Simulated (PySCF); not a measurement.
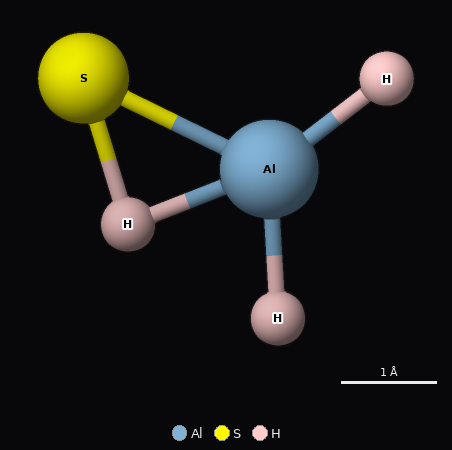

*The structure as given in the input (ball-and-stick view, seen on its broad side). Sticks mark near contacts.*

Bond lengths as drawn: Al–H 1.58 to 1.61 Å, Al–S 2.18 Å and H–S 1.61 Å.

## AlH3S: saddle-point search (part 1 of 3)

System: AlH3S.
Method: HCTH407/Roos-DZ, RKS (PySCF 2.14.0).

### Input (job.py)
```python
from pyscf import gto, dft
from pyscf.geomopt.geometric_solver import kernel as optimise

mol = gto.M(
    atom=[
    ('Al', (-0.616100, -0.064200, -0.181700)),
    ('S', (1.129100, -0.343100, 1.096600)),
    ('H', (-1.981700, -0.650100, 0.351100)),
    ('H', (-0.441100, 0.696000, -1.556400)),
    ('H', (0.930561, 0.365151, -0.338711)),
],
    max_memory=1860,
    basis='roos-dz',
    verbose=3,
)

mf = dft.RKS(mol, xc='hcth407')
mf = mf.density_fit(auxbasis='cc-pvdz-jkfit')
converged, mol_eq = optimise(mf, maxsteps=60, transition=True, hessian=True)
print('converged:', converged)
print(mol_eq.tostring())

mf.reset(mol_eq)
mol = mol_eq
mf.kernel()
energy = mf.e_tot
print('E = %.10f Eh' % energy)
```

Run as:
```bash
OMP_NUM_THREADS=1 python job.py
```

### The program's output
```
converged SCF energy = -642.501388112457

#|     Arguments passed to driver run_optimizer():      |#
customengine              <pyscf.geomopt.geometric_solver.PySCFEngine object>
maxiter                   60
transition                True
----------------------------------------------------------
 Transition state optimization requested.
Custom engine selected.
Requested bond order-based connectivity but it is not available in the current engine
Bonds will be generated from interatomic distances less than 1.20 times sum of covalent radii
15 internal coordinates being used (instead of 15 Cartesians)
Internal coordinate system (atoms numbered from 1):
Distance 1-2
Distance 1-3
Distance 1-4
Distance 1-5
Distance 2-5
Angle 2-1-5
Angle 4-1-5
Angle 1-2-5
Angle 1-5-2
LinearAngleX 3-1-5
LinearAngleY 3-1-5
Out-of-Plane 1-2-3-4
Out-of-Plane 1-2-3-5
Out-of-Plane 1-2-4-5
Out-of-Plane 1-3-4-5
Dihedral 3-1-2-5
Dihedral 4-1-2-5
Dihedral 4-1-5-2
Translation-X 1-5
Translation-Y 1-5
Translation-Z 1-5
Rotation-A 1-5
Rotation-B 1-5
Rotation-C 1-5
<class 'geometric.internal.Distance'> : 5
<class 'geometric.internal.Angle'> : 4
<class 'geometric.internal.LinearAngle'> : 2
<class 'geometric.internal.OutOfPlane'> : 4
<class 'geometric.internal.Dihedral'> : 3
<class 'geometric.internal.TranslationX'> : 1
<class 'geometric.internal.TranslationY'> : 1
<class 'geometric.internal.TranslationZ'> : 1
<class 'geometric.internal.RotationA'> : 1
<class 'geometric.internal.RotationB'> : 1
<class 'geometric.internal.RotationC'> : 1
> ===== Optimization Info: ====
> Job type: Transition state optimization
> Maximum number of optimization cycles: 60
> Initial / maximum trust radius (Angstrom): 0.010 / 0.030
> Convergence Criteria:
> Will converge when all 5 criteria are reached:
>  |Delta-E| < 1.00e-06
>  RMS-Grad  < 3.00e-04
>  Max-Grad  < 4.50e-04
>  RMS-Disp  < 1.20e-03
>  Max-Disp  < 1.80e-03
> === End Optimization Info ===

Geometry optimization cycle 1
Cartesian coordinates (Angstrom)
 Atom        New coordinates             dX        dY        dZ
  Al  -0.616100  -0.064200  -0.181700    0.000000  0.000000  0.000000
   S   1.129100  -0.343100   1.096600    0.000000  0.000000  0.000000
   H  -1.981700  -0.650100   0.351100    0.000000  0.000000  0.000000
   H  -0.441100   0.696000  -1.556400    0.000000 -0.000000  0.000000
   H   0.930561   0.365151  -0.338711    0.000000  0.000000  0.000000

WARN: Mole.unit (angstrom) is changed to Bohr

converged SCF energy = -642.501388112445
--------------- DFRKS_Scanner gradients ---------------
         x                y                z
0 Al     0.0465879034     0.0212902187    -0.0206600208
1 S     0.0075664168    -0.0254451272     0.0517127903
2 H     0.0047424104    -0.0009227482     0.0037854427
3 H    -0.0020054704    -0.0031807745     0.0051996210
4 H    -0.0570927661     0.0082221802    -0.0401101878
----------------------------------------------
cycle 1: E = -642.501388112  dE = -642.501  norm(grad) = 0.106978
>> Using Hessian data provided via params...
>> Initial Cartesian Hessian Eigenvalues
Hessian Eigenvalues:  -2.951e-02 -2.250e-02 -2.156e-02 -1.777e-02 -9.582e-03 -2.371e-04  2.445e-03
 7.076e-03  2.545e-02  3.700e-02  3.732e-02  1.329e-01    .....    1.368e-01  3.009e-01  4.261e-01

== Summary of harmonic free energy analysis ==
Note: Rotational symmetry is set to 1 regardless of true symmetry
No Imaginary Frequencies

Free energy contributions calculated at @ 300.00 K:
Zero-point vibrational energy:                                   12.1767 kcal/mol
H   (Trans + Rot + Vib = Tot):   1.4904 +   0.8942 +   1.1426 =   3.5272 kcal/mol
S   (Trans + Rot + Vib = Tot):  38.3535 +  21.9765 +   6.2203 =  66.5503 cal/mol/K
TS  (Trans + Rot + Vib = Tot):  11.5060 +   6.5929 +   1.8661 =  19.9651 kcal/mol

Ground State Electronic Energy    : E0                        =  -642.50138811 au (   -403175.7081 kcal/mol)
Free Energy Correction (Harmonic) : ZPVE + [H-TS]_T,R,V       =    -0.00679060 au (        -4.2612 kcal/mol)
Gibbs Free Energy (Harmonic)      : E0 + ZPVE + [H-TS]_T,R,V  =  -642.50817871 au (   -403179.9693 kcal/mol)

Step    0 : Gradient = 4.784e-02/7.026e-02 (rms/max) Energy = -642.5013881124
Hessian Eigenvalues:  -1.028e-01 -8.969e-02 -7.320e-02 -2.846e-02 -2.521e-02 -9.320e-04  1.517e-03
 1.242e-02  1.325e-02  5.058e-02  8.198e-02  1.122e-01    .....    1.349e-01  1.378e-01  1.716e-01

Geometry optimization cycle 2
Cartesian coordinates (Angstrom)
 Atom        New coordinates             dX        dY        dZ
  Al  -0.639593  -0.071439  -0.176428   -0.023493 -0.007239  0.005272
   S   1.097814  -0.354213   1.107399   -0.031286 -0.011113  0.010799
   H  -2.016927  -0.648725   0.334144   -0.035227  0.001375 -0.016956
   H  -0.440771   0.692530  -1.549046    0.000329 -0.003470  0.007354
   H   0.932906   0.352292  -0.311494    0.002345 -0.012859  0.027217
converged SCF energy = -642.505582521411
--------------- DFRKS_Scanner gradients ---------------
         x                y                z
0 Al     0.0436095529     0.0191436523    -0.0178254394
1 S     0.0063486187    -0.0250983196     0.0505746021
2 H     0.0045915631    -0.0007823568     0.0034512552
3 H    -0.0017415785    -0.0026863650     0.0043721600
4 H    -0.0529800710     0.0093981422    -0.0406306472
----------------------------------------------
cycle 2: E = -642.505582521  dE = -0.00419441  norm(grad) = 0.102093
Step    1 : Displace = 1.075e-02/1.712e-02 (rms/max) Trust = 1.000e-02 (=) Grad = 4.566e-02/6.742e-02 (rms/max) E (change) = -642.5055825214 (-4.194e-03) Quality = 0.979
Hessian Eigenvalues:  -8.970e-02 -7.422e-02 -4.529e-02 -2.521e-02 -2.187e-02 -9.322e-04  1.517e-03
 1.149e-02  1.326e-02  4.529e-02  8.262e-02  1.097e-01    .....    1.356e-01  1.371e-01  1.720e-01

Geometry optimization cycle 3
Cartesian coordinates (Angstrom)
 Atom        New coordinates             dX        dY        dZ
  Al  -0.644232  -0.080225  -0.170721   -0.004640 -0.008785  0.005707
   S   1.110091  -0.353443   1.090992    0.012277  0.000770 -0.016407
   H  -2.031463  -0.649917   0.324751   -0.014536 -0.001192 -0.009393
   H  -0.440927   0.687485  -1.542920   -0.000156 -0.005045  0.006127
   H   0.946139   0.346764  -0.307187    0.013233 -0.005528  0.004307
converged SCF energy = -642.509683452218
--------------- DFRKS_Scanner gradients ---------------
         x                y                z
0 Al     0.0409614228     0.0176193554    -0.0161000140
1 S     0.0070372843    -0.0242317102     0.0489331636
2 H     0.0039021475    -0.0006166072     0.0028299044
3 H    -0.0015056727    -0.0023448590     0.0038184944
4 H    -0.0505331415     0.0095549813    -0.0395328750
----------------------------------------------
cycle 3: E = -642.509683452  dE = -0.00410093  norm(grad) = 0.0976338
Step    2 : Displace = 1.414e-02/1.796e-02 (rms/max) Trust = 1.414e-02 (+) Grad = 4.366e-02/6.487e-02 (rms/max) E (change) = -642.5096834522 (-4.101e-03) Quality = 0.984
Hessian Eigenvalues:  -8.774e-02 -7.193e-02 -2.737e-02 -2.521e-02 -1.329e-02 -9.305e-04  1.517e-03
 1.278e-02  1.326e-02  6.564e-02  8.034e-02  1.143e-01    .....    1.360e-01  1.383e-01  1.758e-01

Geometry optimization cycle 4
Cartesian coordinates (Angstrom)
 Atom        New coordinates             dX        dY        dZ
  Al  -0.648008  -0.108283  -0.168810   -0.003776 -0.028059  0.001911
   S   1.125303  -0.392416   1.060564    0.015212 -0.038973 -0.030428
   H  -2.050870  -0.660083   0.306678   -0.019407 -0.010166 -0.018073
   H  -0.436587   0.674256  -1.534945    0.004340 -0.013229  0.007975
   H   0.973483   0.314373  -0.300288    0.027345 -0.032392  0.006900
converged SCF energy = -642.515388787882
--------------- DFRKS_Scanner gradients ---------------
         x                y                z
0 Al     0.0376515513     0.0152250983    -0.0132696770
1 S     0.0071534438    -0.0232221704     0.0455910576
2 H     0.0030941795    -0.0003814623     0.0020233522
3 H    -0.0011934009    -0.0018169953     0.0029405898
4 H    -0.0468175641     0.0101849161    -0.0373420511
----------------------------------------------
cycle 4: E = -642.515388788  dE = -0.00570534  norm(grad) = 0.0906187
Step    3 : Displace = 1.901e-02/2.356e-02 (rms/max) Trust = 2.000e-02 (+) Grad = 4.053e-02/6.075e-02 (rms/max) E (change) = -642.5153887879 (-5.705e-03) Quality = 0.981
Hessian Eigenvalues:  -7.201e-02 -4.813e-02 -2.574e-02 -2.521e-02 -1.309e-02 -9.310e-04  1.517e-03
 1.325e-02  1.493e-02  5.894e-02  8.072e-02  1.120e-01    .....    1.361e-01  1.379e-01  1.755e-01

Geometry optimization cycle 5
Cartesian coordinates (Angstrom)
 Atom        New coordinates             dX        dY        dZ
  Al  -0.645623  -0.123724  -0.125633    0.002385 -0.015440  0.043177
   S   1.152362  -0.377135   1.071059    0.027059  0.015280  0.010495
   H  -2.068386  -0.662008   0.311390   -0.017516 -0.001924  0.004711
   H  -0.427706   0.658567  -1.496520    0.008881 -0.015689  0.038425
   H   1.016051   0.306274  -0.250985    0.042568 -0.008099  0.049302
converged SCF energy = -642.522806624274
--------------- DFRKS_Scanner gradients ---------------
         x                y                z
0 Al     0.0336898218     0.0121898635    -0.0091480090
1 S     0.0074147389    -0.0196146261     0.0393541851
2 H     0.0018426852     0.0001105792     0.0006052294
3 H    -0.0009083481    -0.0010658840     0.0016495834
4 H    -0.0421537501     0.0083787765    -0.0325284614
----------------------------------------------
cycle 5: E = -642.522806624  dE = -0.00741784  norm(grad) = 0.0791798
Step    4 : Displace = 2.933e-02/3.549e-02 (rms/max) Trust = 2.828e-02 (+) Grad = 3.541e-02/5.390e-02 (rms/max) E (change) = -642.5228066243 (-7.418e-03) Quality = 0.953
Hessian Eigenvalues:  -6.551e-02 -2.611e-02 -2.521e-02 -1.830e-02 -1.312e-02 -9.275e-04  1.520e-03
 1.326e-02  1.835e-02  5.907e-02  9.028e-02  1.119e-01    .....    1.361e-01  1.392e-01  1.820e-01

Geometry optimization cycle 6
Cartesian coordinates (Angstrom)
 Atom        New coordinates             dX        dY        dZ
  Al  -0.624656  -0.171639  -0.061172    0.020967 -0.047916  0.064462
   S   1.193477  -0.427217   1.103138    0.041115 -0.050082  0.032079
   H  -2.068910  -0.685912   0.338327   -0.000524 -0.023904  0.026937
   H  -0.401933   0.622836  -1.431097    0.025773 -0.035730  0.065422
   H   1.083767   0.257638  -0.180516    0.067716 -0.048636  0.070470
converged SCF energy = -642.528581874048
--------------- DFRKS_Scanner gradients ---------------
         x                y                z
0 Al     0.0299111712     0.0090216194    -0.0050719033
1 S     0.0071630330    -0.0166399010     0.0329134323
2 H     0.0008650625     0.0006630506    -0.0007629421
3 H    -0.0008090050    -0.0002696692     0.0002272807
4 H    -0.0372453675     0.0072281567    -0.0273781648
----------------------------------------------
cycle 6: E = -642.528581874  dE = -0.00577525  norm(grad) = 0.0678591
Step    5 : Displace = 2.730e-02/3.676e-02 (rms/max) Trust = 3.000e-02 (+) Grad = 3.035e-02/4.679e-02 (rms/max) E (change) = -642.5285818740 (-5.775e-03) Quality = 0.948
Hessian Eigenvalues:  -3.215e-02 -2.523e-02 -2.508e-02 -1.601e-02 -1.298e-02 -9.277e-04  1.520e-03
 1.325e-02  1.765e-02  5.028e-02  9.053e-02  1.112e-01    .....    1.362e-01  1.395e-01  1.862e-01

Geometry optimization cycle 7
Cartesian coordinates (Angstrom)
 Atom        New coordinates             dX        dY        dZ
  Al  -0.612815  -0.233337   0.063732    0.011840 -0.061698  0.124903
   S   1.257059  -0.437050   1.149210    0.063582 -0.009833  0.046072
   H  -2.061702  -0.742696   0.452814    0.007208 -0.056784  0.114487
   H  -0.392246   0.563562  -1.312772    0.009687 -0.059274  0.118325
   H   1.125608   0.234668  -0.119122    0.041841 -0.022970  0.061394
converged SCF energy = -642.532298748896
--------------- DFRKS_Scanner gradients ---------------
         x                y                z
0 Al     0.0248715550     0.0060662991    -0.0015948513
1 S     0.0074905660    -0.0138870131     0.0280121088
2 H     0.0002637445     0.0011901771    -0.0019894926
3 H     0.0005099879     0.0004435284    -0.0006064544
4 H    -0.0332549114     0.0062035912    -0.0238937364
----------------------------------------------
cycle 7: E = -642.532298749  dE = -0.00371687  norm(grad) = 0.058422
Step    6 : Displace = 3.055e-02/3.705e-02 (rms/max) Trust = 3.000e-02 (=) Grad = 2.613e-02/4.142e-02 (rms/max) E (change) = -642.5322987489 (-3.717e-03) Quality = 0.929
Hessian Eigenvalues:  -2.695e-02 -2.521e-02 -1.712e-02 -1.301e-02 -6.550e-03 -9.277e-04  1.520e-03
 1.078e-02  1.327e-02  5.055e-02  9.088e-02  1.118e-01    .....    1.362e-01  1.395e-01  1.862e-01

Geometry optimization cycle 8
Cartesian coordinates (Angstrom)
 Atom        New coordinates             dX        dY        dZ
  Al  -0.578978  -0.226335   0.076139    0.033837  0.007002  0.012408
   S   1.252255  -0.456210   1.217959   -0.004805 -0.019160  0.068749
   H  -2.041782  -0.728592   0.436309    0.019920  0.014103 -0.016504
   H  -0.320369   0.569158  -1.292191    0.071877  0.005596  0.020581
   H   1.230498   0.210309  -0.013075    0.104890 -0.024359  0.106047
converged SCF energy = -642.537493890517
--------------- DFRKS_Scanner gradients ---------------
         x                y                z
0 Al     0.0239287964     0.0048624599     0.0003958877
1 S     0.0044700482    -0.0090426190     0.0183088009
2 H    -0.0004658086     0.0009317969    -0.0018341026
3 H     0.0004050065     0.0005527544    -0.0008537599
4 H    -0.0284292499     0.0027060042    -0.0160836972
----------------------------------------------
cycle 8: E = -642.537493891  dE = -0.00519514  norm(grad) = 0.0459699
Step    7 : Displace = 3.076e-02/5.790e-02 (rms/max) Trust = 3.000e-02 (=) Grad = 2.056e-02/3.278e-02 (rms/max) E (change) = -642.5374938905 (-5.195e-03) Quality = 0.904
Hessian Eigenvalues:  -3.053e-02 -2.521e-02 -1.533e-02 -1.302e-02 -2.646e-03 -9.257e-04  1.522e-03
 1.326e-02  3.359e-02  4.795e-02  1.056e-01  1.133e-01    .....    1.362e-01  1.403e-01  1.875e-01

Geometry optimization cycle 9
Cartesian coordinates (Angstrom)
 Atom        New coordinates             dX        dY        dZ
  Al  -0.547029  -0.232532   0.096641    0.031949 -0.006197  0.020502
   S   1.252072  -0.494862   1.285039   -0.000183 -0.038651  0.067080
   H  -2.018715  -0.726672   0.437358    0.023067  0.001921  0.001048
   H  -0.255294   0.565463  -1.261638    0.065075 -0.003695  0.030553
   H   1.337072   0.179744   0.082077    0.106573 -0.030565  0.095152
converged SCF energy = -642.541529575073
--------------- DFRKS_Scanner gradients ---------------
         x                y                z
0 Al     0.0211668101     0.0037111464     0.0014222117
1 S     0.0029689835    -0.0069493143     0.0138498943
2 H    -0.0006651818     0.0007948941    -0.0016557099
3 H     0.0004121989     0.0005948401    -0.0009227534
4 H    -0.0239480269     0.0018434444    -0.0127432961
----------------------------------------------
cycle 9: E = -642.541529575  dE = -0.00403568  norm(grad) = 0.0381739
Step    8 : Displace = 3.049e-02/5.829e-02 (rms/max) Trust = 3.000e-02 (=) Grad = 1.707e-02/2.719e-02 (rms/max) E (change) = -642.5415295751 (-4.036e-03) Quality = 0.991
Hessian Eigenvalues:  -2.521e-02 -1.887e-02 -1.502e-02 -1.273e-02 -2.626e-03 -9.254e-04  1.522e-03
 1.326e-02  2.507e-02  4.636e-02  1.053e-01  1.134e-01    .....    1.362e-01  1.404e-01  1.876e-01

Geometry optimization cycle 10
Cartesian coordinates (Angstrom)
 Atom        New coordinates             dX        dY        dZ
  Al  -0.572636  -0.233550   0.079973   -0.025607 -0.001018 -0.016667
   S   1.234972  -0.480925   1.255027   -0.017099  0.013937 -0.030012
   H  -2.031466  -0.743157   0.451146   -0.012751 -0.016486  0.013789
   H  -0.267090   0.563036  -1.270865   -0.011796 -0.002427 -0.009227
   H   1.378230   0.180942   0.095827    0.041159  0.001199  0.013749
converged SCF energy = -642.545108673581
```
